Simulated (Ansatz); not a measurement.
# C2H7B: two geometries relaxed, part 2 of 2

Are the two ends of the reaction (insertion) separate minima, and which lies lower? Each is relaxed from a guess. Meant to form: B1–C5, H2–C6; to break: B1–H2. The start is a guess near the saddle point, from which both ends are pulled out.

Ansatz 0.2.0; RKS B3LYP/def2-SVP.

**5. Pulling towards end B**

Springs on the bonds that form and break draw the guess towards this end; the thresholds are loose.

Input file input.yaml:

```yaml
crystal:
  periodic: [false, false, false]
  atoms:
    - { symbol: B, position_ang: [0.4146, -0.9419, 0.1911] }
    - { symbol: H, position_ang: [-0.8298, -1.1066, 0.0425] }
    - { symbol: H, position_ang: [0.9213, -1.4785, -0.7214] }
    - { symbol: H, position_ang: [0.6464, -1.2071, 1.3092] }
    - { symbol: C, position_ang: [0.5428, 0.8137, -0.0318] }
    - { symbol: C, position_ang: [-0.8246, 0.4132, -0.1773] }
    - { symbol: H, position_ang: [1.0902, 1.1002, -0.913] }
    - { symbol: H, position_ang: [0.8236, 1.3456, 0.8613] }
    - { symbol: H, position_ang: [-1.2587, 0.4001, -1.1672] }
    - { symbol: H, position_ang: [-1.5257, 0.6612, 0.6066] }
basis:
  gaussian: { orbitals: def2-SVP }
hamiltonian:
  xc: b3lyp
relax:
  f_tol: 0.15
  max_steps: 25
  restrain:
    - { distance: [0, 4], at: 1.6, k: 30.0 }
    - { distance: [1, 5], at: 1.07, k: 30.0 }
    - { distance: [0, 1], at: 2.45, k: 30.0 }
output:
  orbitals: {}
```

Run with:

```bash
$ ansatz run input.yaml --threads 2 --pin off --max-ram 3072MiB --backend cpu --events-out ev --progress --plain --runs-dir out
```

Log:

```text
Warning: RAYON_NUM_THREADS=2 ignored (pool sized by the plan → 2); use --threads N
The last accepted step is kept in <dir> (removed where the run ends without a failure and the disk answers)
Engine: ansatz 0.2.0, x86_64-unknown-linux-gnu
Functional definition: B3LYP
  parameter a0 = 0.2
  parameter ax = 0.72
  parameter ac = 0.81
  exchange = (1 - a0 - ax)*slater_x + ax*b88_x + a0*exact_x
  correlation = (1 - ac)*vwn_rpa_c + ac*lyp_c
880 factors; integrals over basis functions are off by at most 3.2e-4 eV
mean field evaluation 1: about -2856.0124 eV, gradient 4.2e1 eV
mean field evaluation 2: about -2853.7630 eV, gradient 5.2e1 eV
mean field evaluation 4: about -2861.0114 eV, gradient 2.1e0 eV
mean field evaluation 8: about -2861.0256 eV, gradient 1.9e-2 eV
mean field -2861.02556088 eV, -105.1407500896 hartree, gradient 1.8e-5 eV, S^2 0.000000; 0 other end points of the search recorded, 0 dependent functions left out
the calculation of the forces begins
reference -2861.02579133 eV, -105.1407585584 hartree; 12, 12 occupied and 65, 65 virtual orbitals, 880 factors
relax step   1: F+E_penalty+E_count = -2861.02556088 eV  Δ(F+E_penalty+E_count) = +0.000e0 eV  max|allowed force component| = 2.030e0 eV/Å  E_restraint = 24.80623965 eV  max|allowed force component, restraints' pulls added| = 3.569e1 eV/Å  Δτ_max = 0.0000 Å  (23 SCF iters, accepted)
  distance B 0 - C 4 = 1.7743 Å
  distance H 1 - C 5 = 1.5356 Å
  distance B 0 - H 1 = 1.2640 Å
these checks for a lower state are left out or cut short: starts, cluster_reference, orbital_swaps, neighbouring_geometries, increment
880 factors; integrals over basis functions are off by at most 9.9e-4 eV
mean field evaluation 16: about -2861.1018 eV, gradient 6.7e-1 eV
mean field -2861.10476479 eV, -105.1436607796 hartree, gradient 6.3e-5 eV, S^2 0.000000; 0 other end points of the search recorded, 0 dependent functions left out
the calculation of the forces begins
reference -2861.10499045 eV, -105.1436690724 hartree; 12, 12 occupied and 65, 65 virtual orbitals, 880 factors
relax step   2: F+E_penalty+E_count = -2861.10476479 eV  Δ(F+E_penalty+E_count) = -7.920e-2 eV  max|allowed force component| = 2.018e0 eV/Å  E_restraint = 12.51914643 eV  max|allowed force component, restraints' pulls added| = 2.445e1 eV/Å  Δτ_max = 0.1948 Å  (27 SCF iters, accepted)
  distance B 0 - C 4 = 1.6936 Å
  distance H 1 - C 5 = 1.3998 Å
  distance B 0 - H 1 = 1.6032 Å
these checks for a lower state are left out or cut short: starts, cluster_reference, orbital_swaps, neighbouring_geometries, increment
880 factors; integrals over basis functions are off by at most 6.6e-4 eV
mean field -2861.36896609 eV, -105.1533699983 hartree, gradient 3.1e-5 eV, S^2 0.000000; 0 other end points of the search recorded, 0 dependent functions left out
the calculation of the forces begins
reference -2861.36918824 eV, -105.1533781621 hartree; 12, 12 occupied and 65, 65 virtual orbitals, 880 factors
relax step   3: F+E_penalty+E_count = -2861.36896609 eV  Δ(F+E_penalty+E_count) = -2.642e-1 eV  max|allowed force component| = 2.313e0 eV/Å  E_restraint = 4.42470907 eV  max|allowed force component, restraints' pulls added| = 1.459e1 eV/Å  Δτ_max = 0.1949 Å  (28 SCF iters, accepted)
  distance B 0 - C 4 = 1.6267 Å
  distance H 1 - C 5 = 1.2556 Å
  distance B 0 - H 1 = 1.9403 Å
these checks for a lower state are left out or cut short: starts, cluster_reference, orbital_swaps, neighbouring_geometries, increment
880 factors; integrals over basis functions are off by at most 6.3e-4 eV
mean field evaluation 32: about -2861.4499 eV, gradient 2.3e-5 eV
mean field -2861.44991482 eV, -105.1563448092 hartree, gradient 2.3e-5 eV, S^2 0.000000; 0 other end points of the search recorded, 0 dependent functions left out
the calculation of the forces begins
reference -2861.45013788 eV, -105.1563530065 hartree; 12, 12 occupied and 65, 65 virtual orbitals, 880 factors
relax step   4: F+E_penalty+E_count = -2861.44991482 eV  Δ(F+E_penalty+E_count) = -8.095e-2 eV  max|allowed force component| = 1.802e0 eV/Å  E_restraint = 0.57906634 eV  max|allowed force component, restraints' pulls added| = 3.964e0 eV/Å  Δτ_max = 0.1948 Å  (26 SCF iters, accepted)
  distance B 0 - C 4 = 1.5879 Å
  distance H 1 - C 5 = 1.1188 Å
  distance B 0 - H 1 = 2.2601 Å
these checks for a lower state are left out or cut short: starts, cluster_reference, orbital_swaps, neighbouring_geometries, increment
880 factors; integrals over basis functions are off by at most 6.7e-4 eV
mean field -2861.71607492 eV, -105.1661260124 hartree, gradient 8.0e-6 eV, S^2 0.000000; 0 other end points of the search recorded, 0 dependent functions left out
the calculation of the forces begins
reference -2861.71629931 eV, -105.1661342588 hartree; 12, 12 occupied and 65, 65 virtual orbitals, 880 factors
relax step   5: F+E_penalty+E_count = -2861.71607492 eV  Δ(F+E_penalty+E_count) = -2.662e-1 eV  max|allowed force component| = 1.288e0 eV/Å  E_restraint = 0.03004070 eV  max|allowed force component, restraints' pulls added| = 6.667e-1 eV/Å  Δτ_max = 0.1928 Å  (27 SCF iters, accepted)
  distance B 0 - C 4 = 1.5780 Å
  distance H 1 - C 5 = 1.0924 Å
  distance B 0 - H 1 = 2.4182 Å
these checks for a lower state are left out or cut short: starts, cluster_reference, orbital_swaps, neighbouring_geometries, increment
880 factors; integrals over basis functions are off by at most 6.9e-4 eV
mean field -2861.89962559 eV, -105.1728713753 hartree, gradient 1.9e-5 eV, S^2 0.000000; 0 other end points of the search recorded, 0 dependent functions left out
the calculation of the forces begins
reference -2861.89984850 eV, -105.1728795669 hartree; 12, 12 occupied and 65, 65 virtual orbitals, 880 factors
relax step   6: F+E_penalty+E_count = -2861.89962559 eV  Δ(F+E_penalty+E_count) = -1.836e-1 eV  max|allowed force component| = 8.562e-1 eV/Å  E_restraint = 0.00928544 eV  max|allowed force component, restraints' pulls added| = 6.588e-1 eV/Å  Δτ_max = 0.2000 Å  (27 SCF iters, accepted)
  distance B 0 - C 4 = 1.5933 Å
  distance H 1 - C 5 = 1.0922 Å
  distance B 0 - H 1 = 2.4409 Å
these checks for a lower state are left out or cut short: starts, cluster_reference, orbital_swaps, neighbouring_geometries, increment
880 factors; integrals over basis functions are off by at most 7.0e-4 eV
mean field -2861.89882063 eV, -105.1728417936 hartree, gradient 3.2e-5 eV, S^2 0.000000; 0 other end points of the search recorded, 0 dependent functions left out
the calculation of the forces begins
reference -2861.89904472 eV, -105.1728500286 hartree; 12, 12 occupied and 65, 65 virtual orbitals, 880 factors
relax step   7: F+E_penalty+E_count = -2861.89882063 eV  Δ(F+E_penalty+E_count) = +8.050e-4 eV  max|allowed force component| = 6.594e-1 eV/Å  E_restraint = 0.01110598 eV  max|allowed force component, restraints' pulls added| = 3.074e-1 eV/Å  Δτ_max = 0.0731 Å  (22 SCF iters, rejected (line search))
  distance B 0 - C 4 = 1.5828 Å
  distance H 1 - C 5 = 1.0908 Å
  distance B 0 - H 1 = 2.4464 Å
these checks for a lower state are left out or cut short: starts, cluster_reference, orbital_swaps, neighbouring_geometries, increment
880 factors; integrals over basis functions are off by at most 6.9e-4 eV
mean field -2861.91445788 eV, -105.1734164516 hartree, gradient 2.4e-5 eV, S^2 0.000000; 0 other end points of the search recorded, 0 dependent functions left out
the calculation of the forces begins
reference -2861.91468131 eV, -105.1734246628 hartree; 12, 12 occupied and 65, 65 virtual orbitals, 880 factors
relax step   8: F+E_penalty+E_count = -2861.91445788 eV  Δ(F+E_penalty+E_count) = -1.483e-2 eV  max|allowed force component| = 6.022e-1 eV/Å  E_restraint = 0.01119819 eV  max|allowed force component, restraints' pulls added| = 1.650e-1 eV/Å  Δτ_max = 0.0354 Å  (24 SCF iters, accepted)
  distance B 0 - C 4 = 1.5801 Å
  distance H 1 - C 5 = 1.0885 Å
  distance B 0 - H 1 = 2.4472 Å
these checks for a lower state are left out or cut short: starts, cluster_reference, orbital_swaps, neighbouring_geometries, increment
880 factors; integrals over basis functions are off by at most 6.7e-4 eV
mean field -2861.92018033 eV, -105.1736267479 hartree, gradient 2.9e-5 eV, S^2 0.000000; 0 other end points of the search recorded, 0 dependent functions left out
the calculation of the forces begins
reference -2861.92040253 eV, -105.1736349138 hartree; 12, 12 occupied and 65, 65 virtual orbitals, 880 factors
relax step   9: F+E_penalty+E_count = -2861.92018033 eV  Δ(F+E_penalty+E_count) = -5.722e-3 eV  max|allowed force component| = 5.062e-1 eV/Å  E_restraint = 0.01013408 eV  max|allowed force component, restraints' pulls added| = 1.165e-1 eV/Å  Δτ_max = 0.0985 Å  (22 SCF iters, accepted)
  distance B 0 - C 4 = 1.5845 Å
  distance H 1 - C 5 = 1.0908 Å
  distance B 0 - H 1 = 2.4489 Å
880 factors; integrals over basis functions are off by at most 6.7e-4 eV
mean field evaluation 64: about -2861.9202 eV, gradient 2.9e-5 eV
mean field -2861.92018033 eV, -105.1736267479 hartree, gradient 2.9e-5 eV, S^2 0.000000; 1 other end points of the search recorded, 0 dependent functions left out
the calculation of the forces begins
reference -2861.92040253 eV, -105.1736349138 hartree; 12, 12 occupied and 65, 65 virtual orbitals, 880 factors
Total energy: -2861.92040253 eV, -105.1736349138 hartree
Atom 0 at     1.030526    -0.921910     0.247866 Å, force    -0.297287     0.453334    -0.127548 eV/Å
Atom 1 at    -1.396906    -0.682261     0.030678 Å, force    -0.104308    -0.488285     0.140184 eV/Å
Atom 2 at     1.313808    -1.629870    -0.691724 Å, force     0.016395     0.010181     0.007263 eV/Å
Atom 3 at     1.053062    -1.404254     1.356965 Å, force     0.019339     0.012144     0.001028 eV/Å
Atom 4 at     0.479727     0.545897     0.018127 Å, force     0.270836    -0.468482     0.117677 eV/Å
Atom 5 at    -1.054653     0.328735    -0.194400 Å, force     0.079579     0.506250    -0.126001 eV/Å
Atom 6 at     0.911144     1.036500    -0.867628 Å, force    -0.004931     0.017704     0.005789 eV/Å
Atom 7 at     0.650235     1.201975     0.885949 Å, force    -0.016795    -0.010910    -0.003271 eV/Å
Atom 8 at    -1.343158     0.526805    -1.238264 Å, force     0.015152    -0.027492     0.024466 eV/Å
Atom 9 at    -1.643684     0.998282     0.452432 Å, force     0.022021    -0.004444    -0.039586 eV/Å
Dipole moment:    -0.097115     0.135749    -0.028638 e Å
```

Run time: 5.6 s. Hardware: 2 threads of AMD EPYC 9R45 (Zen 5), shared host; peak memory 0.17 GiB.

Relaxation path:

```
step  energy from step 1 (eV)  largest force component (eV/Å)
   1                   0.0000                          2.0304
   2                  -0.0792                          2.0179
   3                  -0.3434                          2.3133
   4                  -0.4244                          1.8019
   5                  -0.6905                          1.2883
   6                  -0.8741                          0.8562
  7x                  -0.8733                          0.6594
   8                  -0.8889                          0.6022
   9                  -0.8946                          0.5062
```

Step 1 is the start. 1 step was tried and not accepted (marked x). Energies and forces in the table leave out the springs, which the log lists apart; the run stops on the force with the springs' pull added.

After: Bond lengths: B1–H3 1.210 Å, B1–H4 1.210 Å, B1–C5 1.584 Å, H2–C6 1.091 Å, C5–C6 1.564 Å, C5–H7 1.101 Å, C5–H8 1.101 Å, C6–H9 1.101 Å, C6–H10 1.102 Å. Angles (14 of 15 angles, heavy atoms first): B1–C5–C6 103.4°, H3–B1–C5 120.7°, H4–B1–C5 120.6°, B1–C5–H7 113.2°, B1–C5–H8 112.6°, C6–C5–H7 109.7°, C6–C5–H8 110.0°, H2–C6–C5 114.1°, C5–C6–H9 111.2°, C5–C6–H10 111.1°, H3–B1–H4 118.3°, H7–C5–H8 107.9°, H2–C6–H9 106.3°, H2–C6–H10 105.9°.

Pairs that crossed the distance rule for bonds on the way: came closer H2–C6; moved apart B1–H2, B1–C6.

**6. Relaxing end B**

It starts where the restrained run ended.

Input file input.yaml:

```yaml
crystal:
  periodic: [false, false, false]
  atoms:
    - { symbol: B, position_ang: [1.030526, -0.92191, 0.247866] }
    - { symbol: H, position_ang: [-1.396906, -0.682261, 0.030678] }
    - { symbol: H, position_ang: [1.313808, -1.62987, -0.691724] }
    - { symbol: H, position_ang: [1.053062, -1.404254, 1.356965] }
    - { symbol: C, position_ang: [0.479727, 0.545897, 0.018127] }
    - { symbol: C, position_ang: [-1.054653, 0.328735, -0.1944] }
    - { symbol: H, position_ang: [0.911144, 1.0365, -0.867628] }
    - { symbol: H, position_ang: [0.650235, 1.201975, 0.885949] }
    - { symbol: H, position_ang: [-1.343158, 0.526805, -1.238264] }
    - { symbol: H, position_ang: [-1.643684, 0.998282, 0.452432] }
basis:
  gaussian: { orbitals: def2-SVP }
hamiltonian:
  xc: b3lyp
relax:
  f_tol: 0.03
  max_steps: 50
```

Run with:

```bash
$ ansatz run input.yaml --threads 2 --pin off --max-ram 3072MiB --backend cpu --events-out ev --progress --plain --runs-dir out
```

Log, shortened:

```text
Warning: RAYON_NUM_THREADS=2 ignored (pool sized by the plan → 2); use --threads N
[...]
[... 1 set-up line as earlier in the session ...]
[...]
880 factors; integrals over basis functions are off by at most 3.9e-4 eV
[...]
mean field -2861.92016176 eV, -105.1736260656 hartree, gradient 1.3e-5 eV, S^2 0.000000; 0 other end points of the search recorded, 0 dependent functions left out
[...]
reference -2861.92038858 eV, -105.1736344009 hartree; 12, 12 occupied and 65, 65 virtual orbitals, 880 factors
relax step   1: F+E_penalty+E_count = -2861.92016176 eV  Δ(F+E_penalty+E_count) = +0.000e0 eV  max|allowed force component| = 5.063e-1 eV/Å  Δτ_max = 0.0000 Å  (23 SCF iters, accepted)
[...]
relax step   3: F+E_penalty+E_count = -2861.94341786 eV  Δ(F+E_penalty+E_count) = -9.537e-3 eV  max|allowed force component| = 2.762e-1 eV/Å  Δτ_max = 0.0827 Å  (23 SCF iters, accepted)
[...]
Total energy: -2862.01896351 eV, -105.1772569630 hartree
Atom 0 at     1.065979    -0.925210     0.117248 Å, force    -0.005578     0.022777     0.012683 eV/Å
Atom 1 at    -1.582830    -0.289294     0.575779 Å, force    -0.001076    -0.006593     0.006245 eV/Å
Atom 2 at     1.356668    -1.453556    -0.931662 Å, force     0.004612    -0.002375    -0.008810 eV/Å
Atom 3 at     1.201700    -1.569544     1.132317 Å, force    -0.001465    -0.001471    -0.000624 eV/Å
Atom 4 at     0.436563     0.508269     0.135061 Å, force     0.001713    -0.022087    -0.003289 eV/Å
Atom 5 at    -1.077052     0.344645    -0.170774 Å, force     0.006861     0.002120    -0.005681 eV/Å
Atom 6 at     0.877815     1.157613    -0.640904 Å, force     0.002346     0.002411     0.002173 eV/Å
Atom 7 at     0.551891     1.014136     1.107823 Å, force     0.003290     0.000547     0.002525 eV/Å
Atom 8 at    -1.245251    -0.109337    -1.160870 Å, force    -0.011864     0.001092     0.001050 eV/Å
Atom 9 at    -1.585382     1.322175    -0.164018 Å, force     0.001161     0.003578    -0.006272 eV/Å
Dipole moment:    -0.087344     0.136903    -0.007713 e Å
```

Run time: 6 s. Hardware: 2 threads of AMD EPYC 9R45 (Zen 5), shared host; peak memory 0.17 GiB.

The steps of the relaxation:

```
step  energy from step 1 (eV)  largest force component (eV/Å)
   1                   0.0000                          0.5063
   2                  -0.0137                          0.2621
   3                  -0.0233                          0.2762
   4                  -0.0426                          0.3355
   5                  -0.0691                          0.1332
   6                  -0.0705                          0.4470
  7x                  -0.0255                          1.1165
  8x                  -0.0669                          0.8160
   9                  -0.0937                          0.2009
  10                  -0.0975                          0.0634
  11                  -0.0986                          0.0228
```

Step 1 is the start. 2 steps were tried and not accepted (marked x).

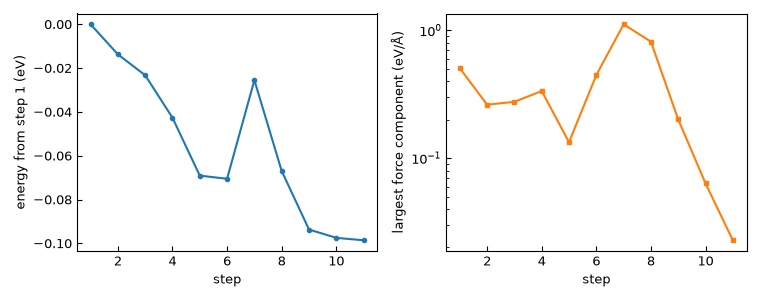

Energy and largest force along the relaxation.

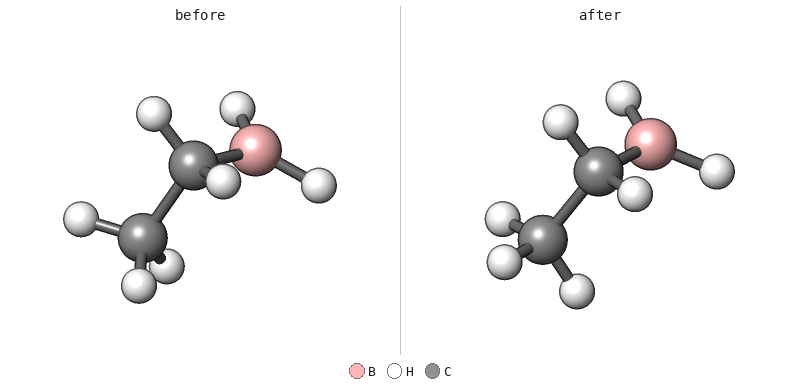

The structure before (left) and after (right), drawn at the same scale.

After: Bond lengths: B1–H3 1.210 Å, B1–H4 1.210 Å, B1–C5 1.566 Å, H2–C6 1.102 Å, C5–C6 1.553 Å, C5–H7 1.104 Å, C5–H8 1.102 Å, C6–H9 1.102 Å, C6–H10 1.102 Å. Angles (14 of 15 angles, heavy atoms first): B1–C5–C6 107.0°, H3–B1–C5 120.4°, H4–B1–C5 121.5°, B1–C5–H7 111.7°, B1–C5–H8 112.8°, C6–C5–H7 108.3°, C6–C5–H8 108.9°, H2–C6–C5 112.0°, C5–C6–H9 111.7°, C5–C6–H10 110.8°, H3–B1–H4 117.9°, H7–C5–H8 108.0°, H2–C6–H9 107.5°, H2–C6–H10 107.1°.

**7. What came out**

What follows sums up all 2 parts.

| quantity | value |
| --- | --- |
| end A | 29 moves, 1.366 eV lower |
| end B | 8 moves, 0.099 eV lower |
| largest difference between the ends | 0.06 Å |
| end B relative to end A | +0.000 eV |

What this shows: Both starts fell into the same minimum (no atom differs by more than 0.06 Å), so from this start no second minimum was found and no band was run; another arrangement could still be one.
